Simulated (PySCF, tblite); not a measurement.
**C₅H₈NPSi: geometry, infrared bands and NMR shifts**

Aim: predict the infrared bands and NMR shifts of C₅H₈NPSi (`[SiH3]Pc1cccnc1`).

The runs use tblite 0.8.0 and PySCF 2.14.0, with density-fitted response routines of our own; the level of theory stands in each step. All values are computed, except where a source is named. Atoms count from 0, in the outputs and in this text.

## (1) The starting structure

16 atoms, charge 0, multiplicity 1; geometry from: force field or distance geometry start.

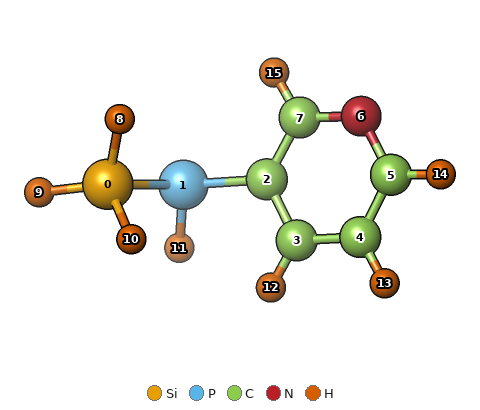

As it starts; silicon amber, phosphorus blue, carbon green, nitrogen red, hydrogen orange, atoms numbered; sticks join atoms by distance.

## (2) Relaxing the molecule with GFN2-xTB

Job settings and geometry (Å):

```
{"job": {"kind": "relax", "xc": "GFN2-xTB", "basis": "xTB"}, "charge": 0, "multiplicity": 1}
Si     2.952300    -0.016100    -0.060800
P      1.322300    -0.829500     1.223900
C     -0.236600    -0.123100     0.580900
C     -0.854300    -0.794300    -0.491000
C     -2.045500    -0.275400    -0.982600
C     -2.559000     0.879400    -0.429200
N     -1.943000     1.523500     0.596300
C     -0.790500     1.038600     1.111800
H      2.856600     1.457900     0.098300
H      4.246300    -0.546100     0.274800
H      2.507200    -0.325400    -1.451200
H      1.262700    -2.283400     1.123000
H     -0.419000    -1.695800    -0.874300
H     -2.546200    -0.767900    -1.812300
H     -3.491600     1.263500    -0.856200
H     -0.269400     1.503000     1.937200
```

Launch:

```bash
$ OMP_NUM_THREADS=1 python probes_run.py task.json out
```

One launch serves the whole session: the jobs run in the order shown.

Standard output:

```text
step      E/eV     max force
  0    -596.22048    1.957
  1    -596.40352    1.447
  2    -596.55717    1.006
  3    -596.69606    0.925
  4    -596.75902    0.655
  5    -596.79827    0.462
  6    -596.81629    0.428
  7    -596.82867    0.350
  8    -596.83643    0.218
  9    -596.84179    0.175
 10    -596.84633    0.162
 11    -596.85160    0.193
 12    -596.85616    0.135
 13    -596.85947    0.145
 14    -596.86231    0.115
 15    -596.86503    0.144
 16    -596.86723    0.129
 17    -596.86872    0.082
 18    -596.86972    0.077
 19    -596.87057    0.085
 20    -596.87136    0.088
 21    -596.87202    0.084
 22    -596.87253    0.061
 23    -596.87289    0.039
 24    -596.87310    0.035
 25    -596.87325    0.030
 26    -596.87339    0.034
 27    -596.87358    0.032
 28    -596.87378    0.036
 29    -596.87394    0.034
 30    -596.87408    0.031
 31    -596.87423    0.042
 32    -596.87443    0.044
 33    -596.87468    0.043
 34    -596.87493    0.039
 35    -596.87518    0.056
 36    -596.87545    0.070
 37    -596.87580    0.066
 38    -596.87618    0.061
 39    -596.87655    0.049
 40    -596.87692    0.046
 41    -596.87733    0.068
 42    -596.87787    0.073
 43    -596.87858    0.077
 44    -596.87946    0.073
 45    -596.88038    0.078
 46    -596.88112    0.071
 47    -596.88175    0.057
 48    -596.88226    0.038
 49    -596.88249    0.034
 50    -596.88266    0.033
 51    -596.88300    0.046
 52    -596.88349    0.072
 53    -596.88399    0.065
 54    -596.88430    0.030
 55    -596.88442    0.024
 56    -596.88450    0.027
 57    -596.88459    0.034
 58    -596.88470    0.027
 59    -596.88482    0.025
 60    -596.88492    0.026
 61    -596.88502    0.041
 62    -596.88513    0.046
 63    -596.88525    0.035
 64    -596.88537    0.031
 65    -596.88554    0.035
 66    -596.88579    0.047
 67    -596.88608    0.056
 68    -596.88631    0.038
 69    -596.88645    0.027
 70    -596.88655    0.023
 71    -596.88668    0.039
 72    -596.88689    0.049
 73    -596.88712    0.042
 74    -596.88731    0.027
 75    -596.88743    0.024
 76    -596.88753    0.024
 77    -596.88764    0.029
 78    -596.88777    0.038
 79    -596.88794    0.034
 80    -596.88814    0.043
 81    -596.88840    0.044
 82    -596.88872    0.050
 83    -596.88914    0.069
 84    -596.88965    0.072
 85    -596.89016    0.054
 86    -596.89046    0.038
 87    -596.89059    0.038
 88    -596.89071    0.034
 89    -596.89087    0.029
 90    -596.89102    0.031
 91    -596.89113    0.021
 92    -596.89121    0.022
 93    -596.89127    0.019
 94    -596.89136    0.023
 95    -596.89146    0.024
 96    -596.89154    0.019
 97    -596.89160    0.020
 98    -596.89164    0.016
 99    -596.89168    0.014
100    -596.89172    0.011
101    -596.89175    0.010
102    -596.89177    0.008
```

It took 0.64 s on 1 thread of Arm Neoverse V2, shared host.

Step by step: (not every step is listed)

```
step  energy from step 0 (eV)  largest force (eV/Å)
   0                   0.0000                1.9572
   1                  -0.1830                1.4469
   2                  -0.3367                1.0059
   3                  -0.4756                0.9253
   4                  -0.5385                0.6554
   5                  -0.5778                0.4621
   6                  -0.5958                0.4279
   7                  -0.6082                0.3502
   8                  -0.6159                0.2178
  16                  -0.6467                0.1291
  24                  -0.6526                0.0348
  32                  -0.6540                0.0437
  40                  -0.6564                0.0462
  48                  -0.6618                0.0383
  56                  -0.6640                0.0266
  64                  -0.6649                0.0309
  72                  -0.6664                0.0487
  80                  -0.6677                0.0434
  88                  -0.6702                0.0342
  96                  -0.6711                0.0193
  97                  -0.6711                0.0198
  98                  -0.6712                0.0165
  99                  -0.6712                0.0139
 100                  -0.6712                0.0110
 101                  -0.6713                0.0100
 102                  -0.6713                0.0077
```

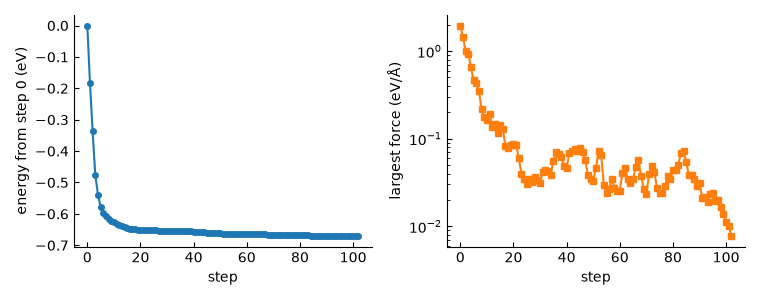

Energy and force, step by step.

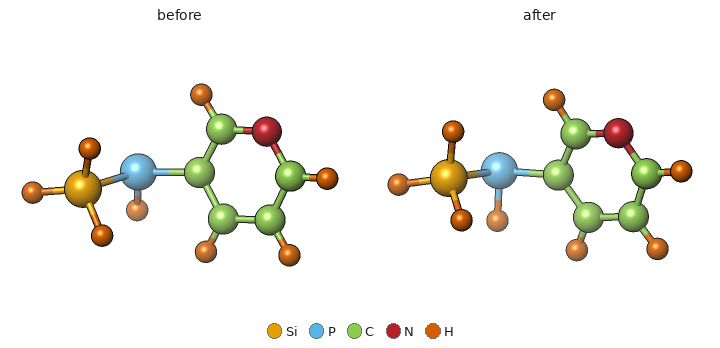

Before and after, at one scale.

Distances of close pairs at the start and the end, largest changes first:

```
   bond  before (Å)  after (Å)  change (Å)
 P1–H11       1.459      1.391      -0.067
  N6–C7       1.352      1.316      -0.036
  C5–N6       1.359      1.323      -0.035
Si0–H10       1.492      1.465      -0.027
 Si0–H8       1.486      1.462      -0.024
 Si0–H9       1.438      1.462      +0.024
  C2–C3       1.407      1.391      -0.016
 C5–H14       1.095      1.082      -0.013
```

The final coordinates are the input of the step that follows.

## (3) Harmonic vibrations with GFN2-xTB

Job settings and geometry (Å):

```
{"job": {"kind": "ir", "xc": "GFN2-xTB", "basis": "xTB"}, "charge": 0, "multiplicity": 1}
Si     2.813837     0.135292     0.080882
P      1.295240    -0.987043     1.289140
C     -0.194706    -0.290294     0.521036
C     -0.994435    -0.996507    -0.372221
C     -2.130258    -0.390179    -0.880107
C     -2.428808     0.900749    -0.471954
N     -1.682352     1.578418     0.385288
C     -0.604963     0.997711     0.870160
H      2.759740     1.526425     0.526175
H      4.102241    -0.481867     0.390129
H      2.561398     0.072025    -1.361218
H      1.324146    -2.142534     0.514880
H     -0.729225    -2.004996    -0.661745
H     -2.769392    -0.910321    -1.577473
H     -3.303902     1.419522    -0.840103
H     -0.026161     1.582543     1.575722
```

Standard output:

```text
mode    cm-1     km/mol
  1      35.9      0.84
  2      73.9      0.34
  3      78.8      0.30
  4     183.5      0.19
  5     237.6      0.49
  6     356.6      2.38
  7     388.3      2.64
  8     420.6      4.32
  9     453.6     35.74
 10     481.7     27.08
 11     519.0     17.38
 12     596.0      3.75
 13     682.3      7.95
 14     687.6     54.60
 15     716.2     11.63
 16     747.8    440.97
 17     756.5    227.66
 18     766.9     42.74
 19     786.6    128.80
 20     853.2      4.84
 21     895.8      0.05
 22     905.6      0.35
 23     921.9      0.03
 24     993.0     23.42
 25    1093.9      2.07
 26    1132.0     16.63
 27    1138.6      4.26
 28    1194.9      2.58
 29    1260.6      0.90
 30    1283.6      6.48
 31    1387.5     14.40
 32    1432.7      4.59
 33    1555.6     12.17
 34    1563.9     25.57
 35    2241.0    196.31
 36    2266.6     35.61
 37    2278.1    197.02
 38    2292.1    307.51
 39    3034.6     26.54
 40    3050.4     23.81
 41    3061.4     24.53
 42    3086.9     44.99
```

Wall time 0.52 s (1 thread of Arm Neoverse V2, shared host).

The strongest bands and the atoms that carry them (share of the mass-weighted mode):

```
cm⁻¹  km/mol                       atoms
 688    54.6                    H11 63 %
 748   441.0            H8 41 %, H9 35 %
 756   227.7  H9 42 %, H8 30 %, H10 19 %
 787   128.8  H10 56 %, H8 25 %, H9 15 %
2241   196.3                    H10 97 %
2278   197.0  H9 72 %, H11 13 %, H8 11 %
2292   307.5           H11 62 %, H8 34 %
3087    45.0                    H13 86 %
```

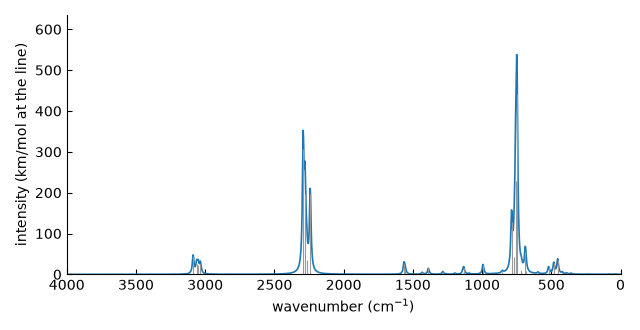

The infrared spectrum from these modes, unscaled. Lines are broadened to a width of 14 cm⁻¹ (Lorentzian).

## (4) NMR shieldings: PBE0/pcSseg-1

Same as in step 3 but for these lines:

```diff
@@ -1,2 +1,2 @@
-{"job": {"kind": "ir", "xc": "GFN2-xTB", "basis": "xTB"}, "charge": 0, "multiplicity": 1}
+{"job": {"kind": "nmr", "xc": "PBE0", "basis": "pcSseg-1"}, "charge": 0, "multiplicity": 1}
 Si     2.813837     0.135292     0.080882
```

With the program's defaults for keys left out, this is: GIAO PBE0/pcSseg-1 NMR shielding, non-relativistic, gas phase.

Standard output:

```text
coarse grid: 14704 points
cycle   1  E = -880.2532320354  dE =  1.207e+00  |g| = 3.026e-01  |ddm| = 3.919e+00
cycle   2  E = -880.2516913175  dE =  1.541e-03  |g| = 3.354e-01  |ddm| = 8.779e-01
cycle   3  E = -880.2777816377  dE = -2.609e-02  |g| = 7.143e-02  |ddm| = 4.537e-01
cycle   4  E = -880.2785319593  dE = -7.503e-04  |g| = 3.679e-02  |ddm| = 7.973e-02
cycle   5  E = -880.2788511803  dE = -3.192e-04  |g| = 9.535e-03  |ddm| = 4.977e-02
cycle   6  E = -880.2788738744  dE = -2.269e-05  |g| = 3.607e-03  |ddm| = 1.507e-02
cycle   7  E = -880.2788771260  dE = -3.252e-06  |g| = 5.701e-04  |ddm| = 3.959e-03
final grid: 133864 points
cycle   8  E = -880.3237733945  dE = -2.942e-05  |g| = 6.927e-03  |ddm| = 3.836e-02
cycle   9  E = -880.3237686321  dE =  4.762e-06  |g| = 8.138e-03  |ddm| = 1.857e-02
cycle  10  E = -880.3237861343  dE = -1.750e-05  |g| = 7.009e-04  |ddm| = 1.048e-02
cycle  11  E = -880.3237862172  dE = -8.296e-08  |g| = 3.886e-04  |ddm| = 1.005e-03
cycle  12  E = -880.3237862505  dE = -3.327e-08  |g| = 7.327e-05  |ddm| = 4.324e-04
cycle  13  E = -880.3237862516  dE = -1.121e-09  |g| = 3.611e-05  |ddm| = 1.180e-04
cycle  14  E = -880.3237862520  dE = -3.420e-10  |g| = 6.495e-06  |ddm| = 4.315e-05
converged SCF energy = -880.3237862520

GIAO shielding tensors (ppm)
atom      isotropic    diamagn.    paramagn.     s11        s22        s33       span
  0 Si     421.728     880.142    -458.414    386.854    414.117    464.212     77.358
  1 P      493.856     968.172    -474.315    373.048    442.595    665.925    292.877
  2 C       50.611     269.854    -219.242    -47.913     23.305    176.441    224.355
  3 C       41.214     252.355    -211.141    -71.384     35.329    159.696    231.080
  4 C       58.076     258.183    -200.107    -54.783     53.379    175.632    230.416
  5 C       33.355     251.413    -218.058    -73.976     24.705    149.337    223.313
  6 N      -92.391     330.757    -423.148   -409.251   -174.291    306.368    715.619
  7 C       28.428     250.676    -222.248    -83.833     28.054    141.064    224.897
  8 H       27.701      29.571      -1.869     24.072     26.435     32.596      8.524
  9 H       27.486      28.804      -1.318     24.176     24.537     33.746      9.570
 10 H       27.683      29.607      -1.923     23.906     26.528     32.616      8.710
 11 H       28.521      31.460      -2.939     23.521     27.630     34.412     10.891
 12 H       23.719      33.598      -9.879     19.896     21.988     29.274      9.379
 13 H       24.452      30.940      -6.488     21.750     23.702     27.903      6.153
 14 H       22.979      28.827      -5.848     19.153     23.140     26.643      7.490
 15 H       22.808      32.045      -9.237     18.302     20.683     29.440     11.139
```

It took 28 s on 1 thread of Arm Neoverse V2, shared host; peak memory 0.8 GiB.

The references, computed at this level on geometries of the same kind, shield at (ppm): 1H TMS 31.72, 13C TMS 186.9, 29Si TMS 349.2, 15N NH3 267.7, 31P H3PO4 318.4. Their shielding less the atom's gives the shift. The references are single molecules in the gas phase, so shifts against H2O, NH3, PH3, H3PO4 or CFCl3 are not on the usual liquid scales and can be off by tens of ppm. Atoms listed in one row are averaged.

```
      atoms                                         environment  σ (ppm)  δ (ppm)  δ scaled to CDCl3
         C7                 aromatic CH next to a ring nitrogen     28.4    158.5              152.8
         C5                 aromatic CH next to a ring nitrogen     33.4    153.6              148.0
         C3                                         aromatic CH     41.2    145.7              140.3
         C2                         substituted aromatic carbon     50.6    136.3              131.1
         C4                                         aromatic CH     58.1    128.8              123.8
        H15  hydrogen on an aromatic CH next to a ring nitrogen    22.81     8.91               8.50
        H14  hydrogen on an aromatic CH next to a ring nitrogen    22.98     8.74               8.34
        H12                          hydrogen on an aromatic CH    23.72     8.00               7.65
        H13                          hydrogen on an aromatic CH    24.45     7.27               6.96
H8, H9, H10                   hydrogen on a silicon bonded to P    27.62     4.09                  –
        H11            hydrogen on a phosphorus bonded to C, Si    28.52     3.20                  –
        Si0                            silicon bonded to P, 3 H    421.7    -72.6                  –
         P1                       phosphorus bonded to C, Si, H    493.9   -175.5                  –
         N6                         pyridine-type ring nitrogen    -92.4    360.1                  –
```

The scaled column applies a straight-line fit of computed shieldings to shifts measured in CDCl3 (root-mean-square error 0.16 ppm for H, 1.9 ppm for C).

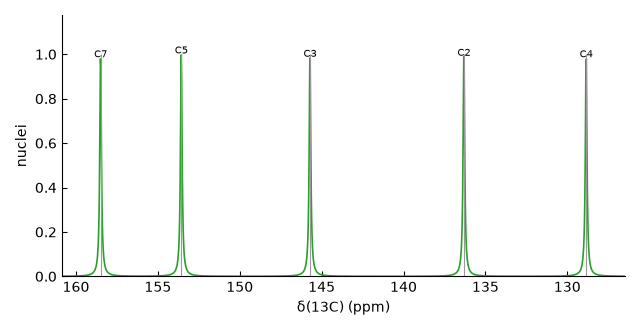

13C lines at the computed shifts, without couplings. Lines are broadened to a width of 0.12 ppm (Lorentzian).

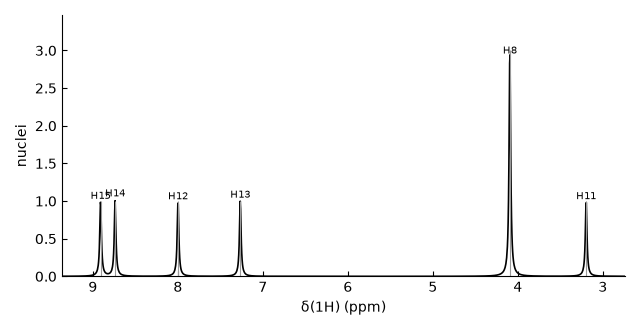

1H lines at the computed shifts, without couplings. Lines are broadened to a width of 0.02 ppm (Lorentzian).

The run also stored atomic charges by several schemes (e):

```
atoms  Mulliken    IAO  Hirshfeld  ESP fit
  Si0      0.37   0.43       0.26     0.35
   P1      0.05   0.10       0.03    -0.34
   C2     -0.56  -0.22      -0.05    -0.24
   C3      0.06  -0.13      -0.04     0.34
   C4     -0.17  -0.18      -0.05    -0.69
   C5      0.15  -0.02       0.01     0.54
   N6     -0.41  -0.27      -0.16    -0.72
   C7      0.23  -0.01       0.01     0.46
```

Hirshfeld charges:

Si0 0.26; P1 0.03; C2 -0.05; C3 -0.04; C4 -0.05; C5 0.01; N6 -0.16; C7 0.01; H8 -0.07; H9 -0.07; H10 -0.07; H11 -0.01; H12 0.05; H13 0.06; H14 0.05; H15 0.05

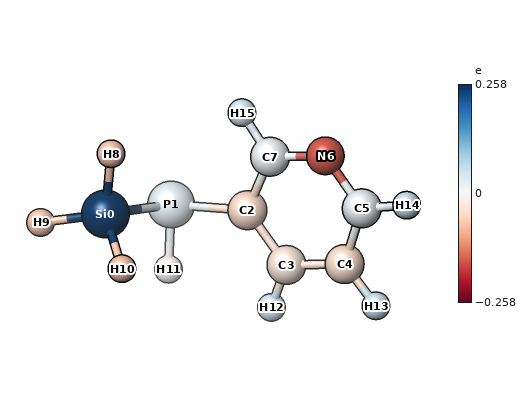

Hirshfeld charges, as colours on the atoms.

Mayer bond orders: Si0–P1 0.92, P1–C2 0.95, C2–C3 1.39, C3–C4 1.44, C4–C5 1.39, C5–N6 1.46, N6–C7 1.51, C7–C2 1.35.

Ring of atoms C2, C3, C4, C5, N6, C7: NICS(0) -6.8, NICS(1) -10.8, NICS(1)zz -27.1 ppm (means of both faces).

## (5) Results

| quantity | value |
| --- | --- |
| strongest single infrared mode (GFN2-xTB) | 748 cm⁻¹, 441 km/mol |
| zero-point energy (GFN2-xTB) | 68.5 kcal/mol |
| 13C shifts against TMS (PBE0/pcSseg-1) | 158.5, 153.6, 145.7, 136.3, 128.8 ppm |
| 1H shifts against TMS (PBE0/pcSseg-1, means over atoms taken as alike) | 8.91, 8.74, 8.00, 7.27, 4.09, 3.20 ppm |
| 29Si shifts against TMS (PBE0/pcSseg-1) | -72.6 ppm |
| 31P shifts against H3PO4 (PBE0/pcSseg-1) | -175.5 ppm |
| 15N shifts against NH3 (PBE0/pcSseg-1) | 360.1 ppm |

What this shows: The optimisation took 102 steps and gained 0.671 eV; among the close pairs (by a distance rule), P1–H11 changed most, from 1.459 to 1.391 Å. No mode is imaginary among the 42: a minimum at this level. The strongest single mode, at 748 cm⁻¹, moves mainly H8 and H9. Unscaled tight-binding wavenumbers are off by several per cent, some by more. Its intensities can rank the bands wrongly. At PBE0/pcSseg-1: The widest tensor belongs to N6: span 716 ppm, with a paramagnetic part of -423 ppm. NICS(1)zz of -27 ppm above the planar ring from C2 marks a diatropic (aromatic) ring current.
